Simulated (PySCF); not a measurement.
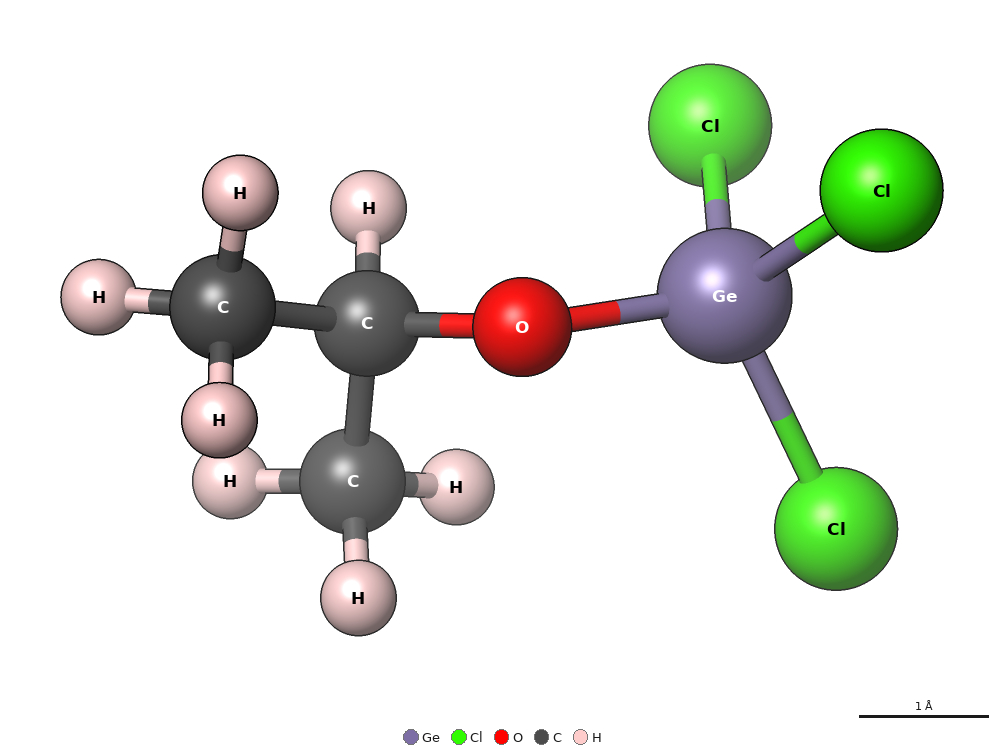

Atoms fade into the background with distance from the viewer. Computed geometry: PBE0-D3(BJ)/def2-SVP optimisation. No frequency run is at hand to confirm it as a minimum. Masses are those of the most abundant isotopes; constants are for the rigid equilibrium geometry.

Classify the rotor and give the rotational constants (cm⁻¹).

Answer. An asymmetric top (C1): A = 0.0364, B = 0.0220, C = 0.0207 cm⁻¹. Ray's parameter κ is −0.84, nearer the prolate limit.
